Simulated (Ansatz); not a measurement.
**BF2H2N + HCl: a complex and its separated parts, part 1 of 2**

Aim: how far the complex at one end of a reaction step lies below its separated, relaxed parts, level by level.

The runs use Ansatz 0.2.0, Gaussian basis; PBE0-D4/def2-TZVP structures, single points in def2-TZVPP, no counterpoise correction.

Levels: SPW92, PBE-D4, BLYP-D4, r2SCAN-D4, B97M-V, PBE0-D4, B3LYP-D4, r2SCAN0-D4, BHLYP-D4, CAM-B3LYP-D4, wB97X-V, wB97M-V, B2PLYP, PBE-QIDH, RPA on PBE, Hartree-Fock, MP2, CCSD, CCSD(T).

Cores are frozen in the correlated methods. B3LYP uses VWN-RPA correlation. B2PLYP carries no dispersion term here.

94 further runs of the same task are left out: 94 set aside as unsound or not needed. Runs told in other sessions of the task aren't counted.

## Step 1: Starting geometry

The complex: 8 atoms, charge 0, spin multiplicity 1.

Atoms are counted from 1 here; the program's logs count them from 0.

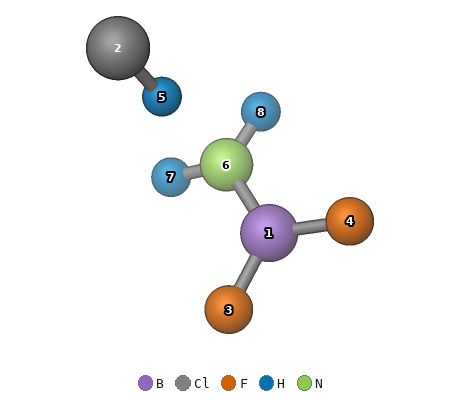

As it starts; boron purple, chlorine grey, fluorine orange, hydrogen blue, nitrogen green; atoms are numbered from 1 in the order of the file.

Geometry (Å):

```xyz
8
BClF2H3N
B    -0.74315    0.90802   -0.00667
Cl    1.90716   -1.60102   -1.49229
F    -1.86041    0.72493   -0.69158
F    -0.17989    2.10523   -0.02467
H     1.08730   -0.98811   -0.69461
N    -0.14587   -0.15726    0.69305
H    -0.65636   -1.00834    0.86083
H     0.59133    0.01645    1.35597
```

Its parts: BF2H2N holds atoms 1, 3, 4, 6, 7, 8; HCl holds atoms 2, 5. Each part counts its atoms afresh in its own runs.

## Step 2: Relaxing BF2H2N alone

File relax-a/in.yaml:

```yaml
crystal:
  periodic: [false, false, false]
  atoms:
    - {symbol: B, position_ang: [-0.743153, 0.908020, -0.006673]}
    - {symbol: F, position_ang: [-1.860415, 0.724931, -0.691583]}
    - {symbol: F, position_ang: [-0.179889, 2.105228, -0.024675]}
    - {symbol: N, position_ang: [-0.145871, -0.157256, 0.693046]}
    - {symbol: H, position_ang: [-0.656365, -1.008343, 0.860826]}
    - {symbol: H, position_ang: [0.591331, 0.016451, 1.355965]}
basis:
  gaussian: {orbitals: def2-TZVP}
hamiltonian: {xc: pbe0, dispersion: d4}
relax: {f_tol: 0.005, max_steps: 200}
```

Run with:

```
$ ansatz run in.yaml --threads 4 --pin off --events-out ev --progress --plain --max-ram 9574MiB
```

Log, cut to the lines that bear on the results:

```text
Functional definition: PBE0
  name "PBE0"
  cite "Adamo & Barone, J. Chem. Phys. 110, 6158 (1999) doi:10.1063/1.478522"
  cite "Perdew, Burke & Ernzerhof, Phys. Rev. Lett. 77, 3865 (1996) doi:10.1103/PhysRevLett.77.3865"
  parent pbe
[...]
724 factors; their error is unknown
[...]
mean field -7632.79263545 eV, -280.4999556602 hartree, gradient 3.0e-5 eV, S^2 0.000000; 0 other end points of the search recorded, 0 dependent functions left out
[...]
reference -7632.79266133 eV, -280.4999566112 hartree; 16, 16 occupied and 120, 120 virtual orbitals, 724 factors
[...]
reference -7632.82014589 eV, -280.5009666500 hartree; 16, 16 occupied and 120, 120 virtual orbitals, 724 factors
Total energy: -7632.87628817 eV, -280.5030298410 hartree
Atom 0 at    -0.748260     0.907819     0.006612 Å, force     0.001140    -0.002114     0.001503 eV/Å
Atom 1 at    -1.854233     0.725560    -0.708440 Å, force     0.000243     0.001014    -0.000179 eV/Å
Atom 2 at    -0.173718     2.105850    -0.041534 Å, force    -0.000854     0.000113    -0.000614 eV/Å
Atom 3 at    -0.211042    -0.119001     0.778093 Å, force     0.000479    -0.000951     0.000763 eV/Å
Atom 4 at    -0.629471    -1.029693     0.827699 Å, force    -0.001416     0.000221    -0.001098 eV/Å
Atom 5 at     0.622362    -0.001503     1.324477 Å, force     0.000408     0.001718    -0.000375 eV/Å
Dipole moment:     0.218621    -0.417877     0.313981 e Å
```

It took 6.5 s on 4 threads of Arm Neoverse V2, shared host.

Step by step: (the energy doesn't fall at every step)

```csv
step,energy from step 1 (eV),largest force component (eV/Å)
1,0.0000,0.5913
2,-0.0130,0.3421
3,0.0189,1.1293
4,-0.0264,0.0566
5,-0.0275,0.0114
6,-0.0275,0.0144
7,-0.0275,0.0021
```

Close pairs (by a distance rule), those that changed most:

```csv
bond,before (Å),after (Å),change (Å)
B1–N4,1.408,1.392,-0.015
B1–F2,1.323,1.330,+0.006
B1–F3,1.323,1.330,+0.006
N4–H5,1.007,1.003,-0.003
N4–H6,1.007,1.003,-0.003
```

## Step 3: Relaxing HCl alone

File relax-b/in.yaml:

```yaml
crystal:
  periodic: [false, false, false]
  atoms:
    - {symbol: Cl, position_ang: [1.907162, -1.601019, -1.492295]}
    - {symbol: H, position_ang: [1.087301, -0.988112, -0.694610]}
basis:
  gaussian: {orbitals: def2-TZVP}
hamiltonian: {xc: pbe0, dispersion: d4}
relax: {f_tol: 0.005, max_steps: 200}
```

Run with:

```
$ ansatz run in.yaml --threads 4 --pin off --events-out ev --progress --plain --max-ram 9574MiB
```

Log, cut to the lines that bear on the results:

```text
[... 5 set-up lines as earlier in the session ...]
[...]
312 factors; their error is unknown
[...]
mean field -12535.31087312 eV, -460.6641778484 hartree, gradient 4.2e-5 eV, S^2 0.000000; 0 other end points of the search recorded, 0 dependent functions left out
[...]
reference -12535.31647307 eV, -460.6643836425 hartree; 9, 9 occupied and 34, 34 virtual orbitals, 312 factors
Total energy: -12535.32105079 eV, -460.6645518708 hartree
Atom 0 at     1.901128    -1.596508    -1.486424 Å, force     0.004735    -0.003540    -0.004607 eV/Å
Atom 1 at     1.093335    -0.992623    -0.700481 Å, force    -0.004735     0.003540     0.004607 eV/Å
Dipole moment:    -0.165879     0.124007     0.161392 e Å
```

Wall time 0.45 s (4 threads of Arm Neoverse V2, shared host).

Along the way:

```csv
step,energy from step 1 (eV),largest force component (eV/Å)
1,0.0000,0.3667
2,-0.0047,0.1500
3,-0.0056,0.0047
```

The bond:

```csv
bond,before (Å),after (Å),change (Å)
Cl1–H2,1.298,1.279,-0.019
```

## Step 4: SPW92/def2-TZVPP

File parta/in.yaml:

```yaml
crystal:
  periodic: [false, false, false]
  atoms:
    - {symbol: B, position_ang: [-0.748260, 0.907819, 0.006612]}
    - {symbol: F, position_ang: [-1.854233, 0.725560, -0.708440]}
    - {symbol: F, position_ang: [-0.173718, 2.105850, -0.041534]}
    - {symbol: N, position_ang: [-0.211042, -0.119001, 0.778093]}
    - {symbol: H, position_ang: [-0.629471, -1.029693, 0.827699]}
    - {symbol: H, position_ang: [0.622362, -0.001503, 1.324477]}
basis:
  gaussian: {orbitals: def2-TZVPP}
hamiltonian: {xc: lda}
```

File partb/in.yaml:

```yaml
crystal:
  periodic: [false, false, false]
  atoms:
    - {symbol: Cl, position_ang: [1.901128, -1.596508, -1.486424]}
    - {symbol: H, position_ang: [1.093335, -0.992623, -0.700481]}
basis:
  gaussian: {orbitals: def2-TZVPP}
hamiltonian: {xc: lda}
```

The same command starts each run, in its folder.

Run with:

```
$ ansatz run in.yaml --threads 4 --pin off --events-out ev --progress --plain --max-ram 9574MiB
```

parta printed, cut to the lines that bear on the results:

```text
Functional definition: SPW92
  name "SPW92"
  cite "Dirac, Proc. Camb. Phil. Soc. 26, 376 (1930) doi:10.1017/S0305004100016108"
  cite "Slater, Phys. Rev. 81, 385 (1951) doi:10.1103/PhysRev.81.385"
  cite "Perdew & Wang, Phys. Rev. B 45, 13244 (1992) doi:10.1103/PhysRevB.45.13244"
[...]
754 factors; their error is unknown
[...]
mean field -7586.38389707 eV, -278.7944659816 hartree, gradient 6.5e-5 eV, S^2 0.000000; 0 other end points of the search recorded, 0 dependent functions left out
reference -7586.38393146 eV, -278.7944672455 hartree; 16, 16 occupied and 136, 136 virtual orbitals, 754 factors
Total energy: -7586.38393146 eV, -278.7944672455 hartree
```

partb printed, cut to the lines that bear on the results:

```text
[... 5 set-up lines as earlier in the session ...]
[...]
353 factors; their error is unknown
[...]
mean field -12498.56379641 eV, -459.3137476873 hartree, gradient 5.6e-5 eV, S^2 0.000000; 0 other end points of the search recorded, 0 dependent functions left out
reference -12498.56381582 eV, -459.3137484006 hartree; 9, 9 occupied and 47, 47 virtual orbitals, 353 factors
Total energy: -12498.56381582 eV, -459.3137484006 hartree
```

Wall times: 0.35 s (parta), 0.1 s (partb) on 4 threads of Arm Neoverse V2, shared host.

## Step 5: PBE-D4/def2-TZVPP

Each input of step 4 (parta, partb) changes in the same lines:

```diff
-hamiltonian: {xc: lda}
+hamiltonian: {xc: pbe, dispersion: d4}
```

One command serves all of them, each in its own folder.

Run with:

```
$ ansatz run in.yaml --threads 4 --pin off --events-out ev --progress --plain --max-ram 9574MiB
```

Log of parta, cut to the lines that bear on the results:

```text
Functional definition: PBE
  name "PBE"
[... 2 set-up lines as earlier in the session ...]
[...]
754 factors; their error is unknown
[...]
mean field -7632.59931744 eV, -280.4928513544 hartree, gradient 6.6e-5 eV, S^2 0.000000; 0 other end points of the search recorded, 0 dependent functions left out
reference -7632.59935459 eV, -280.4928527195 hartree; 16, 16 occupied and 136, 136 virtual orbitals, 754 factors
Total energy: -7632.66796472 eV, -280.4953740954 hartree
```

Log of partb, cut to the lines that bear on the results:

```text
[... 4 set-up lines as earlier in the session ...]
[...]
353 factors; their error is unknown
[...]
mean field -12534.30956508 eV, -460.6273804565 hartree, gradient 8.1e-5 eV, S^2 0.000000; 0 other end points of the search recorded, 0 dependent functions left out
reference -12534.30958599 eV, -460.6273812248 hartree; 9, 9 occupied and 47, 47 virtual orbitals, 353 factors
Total energy: -12534.31524692 eV, -460.6275892604 hartree
```

Wall times: 0.55 s (parta), 0.15 s (partb) on 4 threads of Arm Neoverse V2, shared host.

## Step 6: BLYP-D4/def2-TZVPP

The same edit goes into each in.yaml of step 5 (parta, partb):

```diff
-hamiltonian: {xc: pbe, dispersion: d4}
+hamiltonian: {xc: {name: BLYP}, dispersion: d4}
```

The same command starts each run, in its folder.

Run with:

```
$ ansatz run in.yaml --threads 4 --pin off --events-out ev --progress --plain --max-ram 9574MiB
```

Log of parta, cut to the lines that bear on the results:

```text
Functional definition: BLYP
  name "BLYP"
  cite "Becke, Phys. Rev. A 38, 3098 (1988) doi:10.1103/PhysRevA.38.3098"
  cite "Lee, Yang & Parr, Phys. Rev. B 37, 785 (1988) doi:10.1103/PhysRevB.37.785"
[...]
754 factors; their error is unknown
[...]
mean field -7639.56538879 eV, -280.7488497546 hartree, gradient 9.3e-6 eV, S^2 0.000000; 0 other end points of the search recorded, 0 dependent functions left out
reference -7639.56567302 eV, -280.7488601998 hartree; 16, 16 occupied and 136, 136 virtual orbitals, 754 factors
Total energy: -7639.72565558 eV, -280.7547394505 hartree
```

partb printed, cut to the lines that bear on the results:

```text
[... 4 set-up lines as earlier in the session ...]
[...]
353 factors; their error is unknown
[...]
mean field -12539.38853191 eV, -460.8140290450 hartree, gradient 4.5e-5 eV, S^2 0.000000; 0 other end points of the search recorded, 0 dependent functions left out
reference -12539.38873623 eV, -460.8140365534 hartree; 9, 9 occupied and 47, 47 virtual orbitals, 353 factors
Total energy: -12539.40222484 eV, -460.8145322509 hartree
```

They took 0.65 s (parta), 0.15 s (partb) on 4 threads of Arm Neoverse V2, shared host.

## Step 7: r2SCAN-D4/def2-TZVPP

The same edit goes into each in.yaml of step 6 (parta, partb):

```diff
-hamiltonian: {xc: {name: BLYP}, dispersion: d4}
+hamiltonian: {xc: r2scan, dispersion: d4}
```

Each run has its own folder and the same command.

Run with:

```
$ ansatz run in.yaml --threads 4 --pin off --events-out ev --progress --plain --max-ram 9574MiB
```

Log of parta, cut to the lines that bear on the results:

```text
Functional definition: r2SCAN
  name "r2SCAN"
  cite "Furness, Kaplan, Ning, Perdew & Sun, J. Phys. Chem. Lett. 11, 8208 (2020) doi:10.1021/acs.jpclett.0c02405"
  cite "Furness, Kaplan, Ning, Perdew & Sun, J. Phys. Chem. Lett. 11, 9248 (2020) doi:10.1021/acs.jpclett.0c03077"
  parent r2scan
[...]
754 factors; their error is unknown
[...]
mean field -7637.24487891 eV, -280.6635725894 hartree, gradient 6.6e-5 eV, S^2 0.000000; 0 other end points of the search recorded, 0 dependent functions left out
reference -7637.24488947 eV, -280.6635729773 hartree; 16, 16 occupied and 136, 136 virtual orbitals, 754 factors
Total energy: -7637.26093051 eV, -280.6641624748 hartree
```

partb printed, cut to the lines that bear on the results:

```text
[... 5 set-up lines as earlier in the session ...]
[...]
353 factors; their error is unknown
[...]
mean field -12538.62224916 eV, -460.7858686732 hartree, gradient 3.1e-5 eV, S^2 0.000000; 0 other end points of the search recorded, 0 dependent functions left out
reference -12538.62225449 eV, -460.7858688690 hartree; 9, 9 occupied and 47, 47 virtual orbitals, 353 factors
Total energy: -12538.62352039 eV, -460.7859153899 hartree
```

They took 1.2 s (parta), 0.4 s (partb) on 4 threads of Arm Neoverse V2, shared host.

## Step 8: B97M-V/def2-TZVPP

The same edit goes into each in.yaml of step 7 (parta, partb):

```diff
-hamiltonian: {xc: r2scan, dispersion: d4}
+hamiltonian: {xc: {name: B97M-V}}
```

Each run has its own folder and the same command.

Run with:

```
$ ansatz run in.yaml --threads 4 --pin off --events-out ev --progress --plain --max-ram 9574MiB
```

Log of parta, cut to the lines that bear on the results:

```text
Functional definition: B97M-V
  name "B97M-V"
  cite "Mardirossian & Head-Gordon, J. Chem. Phys. 142, 074111 (2015) doi:10.1063/1.4907719"
  cite "Becke, J. Chem. Phys. 107, 8554 (1997) doi:10.1063/1.475007"
  cite "Vydrov & Van Voorhis, J. Chem. Phys. 133, 244103 (2010) doi:10.1063/1.3521275"
  # Of w^i u^j: cxij and so on, Table III.
[...]
  gx(w, u) = cx00 + cx01*u + cx02*u^2 + (cx10 + cx11*u)*w
[...]
  gos(w, u) = cos00 + cos01*u + cos03*u^3 + cos10*w + cos32*w^3*u^2
[...]
      + integral(e_c_pw_mod_opposite_spin*gos(b97_w_opposite, b97_u_opposite)) + vv10(b, c)
754 factors; their error is unknown
[...]
mean field -7638.80767953 eV, -280.7210044530 hartree, gradient 7.4e-5 eV, S^2 0.000000; 0 other end points of the search recorded, 0 dependent functions left out
reference -7638.80773153 eV, -280.7210063638 hartree; 16, 16 occupied and 136, 136 virtual orbitals, 754 factors
Total energy: -7638.80773153 eV, -280.7210063638 hartree
```

partb printed, cut to the lines that bear on the results:

```text
[... 5 set-up lines as earlier in the session ...]
  # Of w^i u^j: cxij and so on, Table III.
[...]
  gx(w, u) = cx00 + cx01*u + cx02*u^2 + (cx10 + cx11*u)*w
[...]
  gos(w, u) = cos00 + cos01*u + cos03*u^3 + cos10*w + cos32*w^3*u^2
[...]
      + integral(e_c_pw_mod_opposite_spin*gos(b97_w_opposite, b97_u_opposite)) + vv10(b, c)
353 factors; their error is unknown
[...]
mean field -12536.22652550 eV, -460.6978274526 hartree, gradient 1.2e-5 eV, S^2 0.000000; 0 other end points of the search recorded, 0 dependent functions left out
reference -12536.22655363 eV, -460.6978284862 hartree; 9, 9 occupied and 47, 47 virtual orbitals, 353 factors
Total energy: -12536.22655363 eV, -460.6978284862 hartree
```

Wall times: 2.3 s (parta), 0.35 s (partb) on 4 threads of Arm Neoverse V2, shared host.

## Step 9: PBE0-D4/def2-TZVPP

The same edit goes into each in.yaml of step 8 (parta, partb):

```diff
-hamiltonian: {xc: {name: B97M-V}}
+hamiltonian: {xc: pbe0, dispersion: d4}
+output: {orbitals: {seedname: orbitals}}
```

The same command starts each run, in its folder.

Run with:

```
$ ansatz run in.yaml --threads 4 --pin off --events-out ev --progress --plain --max-ram 9574MiB
```

Output in parta, cut to the lines that bear on the results:

```text
[... 5 set-up lines as earlier in the session ...]
[...]
754 factors; their error is unknown
[...]
mean field -7632.86215968 eV, -280.5025106284 hartree, gradient 8.7e-6 eV, S^2 0.000000; 0 other end points of the search recorded, 0 dependent functions left out
reference -7632.86218606 eV, -280.5025115979 hartree; 16, 16 occupied and 136, 136 virtual orbitals, 754 factors
Total energy: -7632.91832835 eV, -280.5045747890 hartree
```

partb printed, cut to the lines that bear on the results:

```text
[... 5 set-up lines as earlier in the session ...]
[...]
384 factors; their error is unknown
[...]
mean field -12535.34598157 eV, -460.6654680598 hartree, gradient 3.6e-5 eV, S^2 0.000000; 0 other end points of the search recorded, 0 dependent functions left out
reference -12535.34599721 eV, -460.6654686347 hartree; 9, 9 occupied and 47, 47 virtual orbitals, 384 factors
Total energy: -12535.35057493 eV, -460.6656368630 hartree
```

They took 0.7 s (parta), 0.15 s (partb) on 4 threads of Arm Neoverse V2, shared host.

## Step 10: B3LYP-D4/def2-TZVPP

The same edit goes into each in.yaml of step 9 (parta, partb):

```diff
-hamiltonian: {xc: pbe0, dispersion: d4}
-output: {orbitals: {seedname: orbitals}}
+hamiltonian: {xc: {name: B3LYP}, dispersion: d4}
```

The same command starts each run, in its folder.

Run with:

```
$ ansatz run in.yaml --threads 4 --pin off --events-out ev --progress --plain --max-ram 9574MiB
```

Output in parta, cut to the lines that bear on the results:

```text
Functional definition: B3LYP
  name "B3LYP"
  cite "Stephens, Devlin, Chabalowski & Frisch, J. Phys. Chem. 98, 11623 (1994) doi:10.1021/j100096a001"
[... 2 set-up lines as earlier in the session ...]
  cite "Vosko, Wilk & Nusair, Can. J. Phys. 58, 1200 (1980) doi:10.1139/p80-159"
[...]
754 factors; their error is unknown
[...]
mean field -7640.93575321 eV, -280.7992097182 hartree, gradient 5.9e-5 eV, S^2 0.000000; 0 other end points of the search recorded, 0 dependent functions left out
reference -7640.93596303 eV, -280.7992174288 hartree; 16, 16 occupied and 136, 136 virtual orbitals, 754 factors
Total energy: -7641.04659701 eV, -280.8032831528 hartree
```

Output in partb, cut to the lines that bear on the results:

```text
[... 6 set-up lines as earlier in the session ...]
[...]
372 factors; their error is unknown
[...]
mean field -12539.99361995 eV, -460.8362656201 hartree, gradient 4.5e-5 eV, S^2 0.000000; 0 other end points of the search recorded, 0 dependent functions left out
reference -12539.99377200 eV, -460.8362712078 hartree; 9, 9 occupied and 47, 47 virtual orbitals, 372 factors
Total energy: -12540.00295825 eV, -460.8366087964 hartree
```

Times: 0.75 s (parta), 0.15 s (partb) on 4 threads of Arm Neoverse V2, shared host.

## Step 11: r2SCAN0-D4/def2-TZVPP

The same edit goes into each in.yaml of step 10 (parta, partb):

```diff
-hamiltonian: {xc: {name: B3LYP}, dispersion: d4}
+hamiltonian: {xc: {name: r2SCAN0}, dispersion: d4}
```

One command serves all of them, each in its own folder.

Run with:

```
$ ansatz run in.yaml --threads 4 --pin off --events-out ev --progress --plain --max-ram 9574MiB
```

Output in parta, cut to the lines that bear on the results:

```text
Functional definition: r2SCAN0
  name "r2SCAN0"
  cite "Bursch, Neugebauer, Ehlert & Grimme, J. Chem. Phys. 156, 134105 (2022) doi:10.1063/5.0086040"
[... 3 set-up lines as earlier in the session ...]
[...]
754 factors; their error is unknown
[...]
mean field -7636.33234762 eV, -280.6300376829 hartree, gradient 1.4e-5 eV, S^2 0.000000; 0 other end points of the search recorded, 0 dependent functions left out
reference -7636.33235563 eV, -280.6300379774 hartree; 16, 16 occupied and 136, 136 virtual orbitals, 754 factors
Total energy: -7636.35070810 eV, -280.6307124182 hartree
```

partb printed, cut to the lines that bear on the results:

```text
[... 6 set-up lines as earlier in the session ...]
[...]
384 factors; their error is unknown
[...]
mean field -12538.53751733 eV, -460.7827548358 hartree, gradient 4.5e-6 eV, S^2 0.000000; 0 other end points of the search recorded, 0 dependent functions left out
reference -12538.53752158 eV, -460.7827549921 hartree; 9, 9 occupied and 47, 47 virtual orbitals, 384 factors
Total energy: -12538.53897504 eV, -460.7828084059 hartree
```

Wall times: 1.3 s (parta), 0.4 s (partb) on 4 threads of Arm Neoverse V2, shared host.

## Step 12: BHLYP-D4/def2-TZVPP

Each input of step 11 (parta, partb) changes in the same lines:

```diff
-hamiltonian: {xc: {name: r2SCAN0}, dispersion: d4}
+hamiltonian: {xc: {name: BHLYP}, dispersion: d4}
```

One command serves all of them, each in its own folder.

Run with:

```
$ ansatz run in.yaml --threads 4 --pin off --events-out ev --progress --plain --max-ram 9574MiB
```

Output in parta, cut to the lines that bear on the results:

```text
Functional definition: BHLYP
  name "BHLYP"
  cite "Becke, J. Chem. Phys. 98, 1372 (1993) doi:10.1063/1.464304"
[... 2 set-up lines as earlier in the session ...]
[...]
846 factors; their error is unknown
[...]
mean field -7637.73604052 eV, -280.6816224459 hartree, gradient 1.8e-5 eV, S^2 0.000000; 0 other end points of the search recorded, 0 dependent functions left out
reference -7637.73617734 eV, -280.6816274738 hartree; 16, 16 occupied and 136, 136 virtual orbitals, 846 factors
Total energy: -7637.81008830 eV, -280.6843436514 hartree
```

Log of partb, cut to the lines that bear on the results:

```text
[... 5 set-up lines as earlier in the session ...]
[...]
403 factors; their error is unknown
[...]
mean field -12539.47121804 eV, -460.8170677041 hartree, gradient 2.7e-5 eV, S^2 0.000000; 0 other end points of the search recorded, 0 dependent functions left out
reference -12539.47132153 eV, -460.8170715073 hartree; 9, 9 occupied and 47, 47 virtual orbitals, 403 factors
Total energy: -12539.47736770 eV, -460.8172937000 hartree
```

Wall times: 0.8 s (parta), 0.15 s (partb) on 4 threads of Arm Neoverse V2, shared host.

(Continued in part 2 of 2.)
